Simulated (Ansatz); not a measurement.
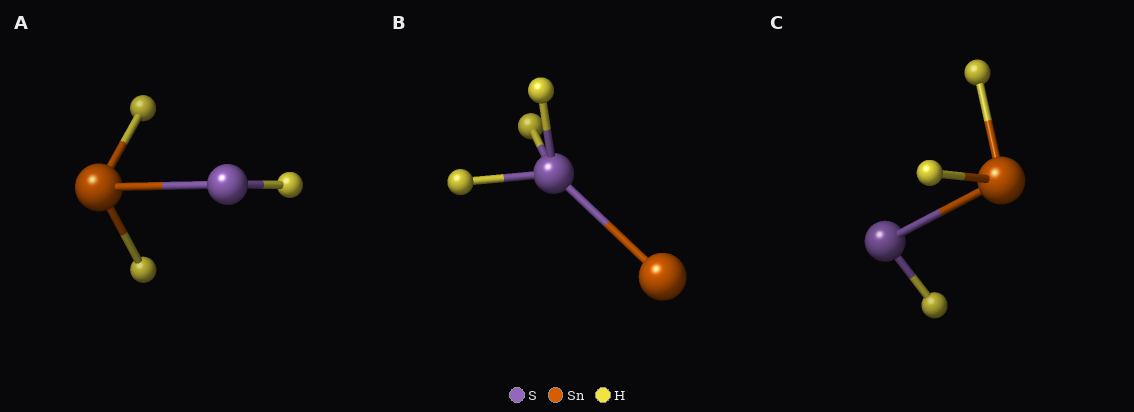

3 stationary structures of one formula. State: charge −1, singlet. Geometries: PBE-D4/def2-SVPD. Electronic energies: PBE-D4/def2-SVPD (Ansatz 0.2.0), without zero-point energy. No frequency run is at hand to confirm each as a minimum.

### Which structure is the most stable?

C is lowest; A lies 1.4 kJ/mol above it, B lies 486.7 kJ/mol above it.
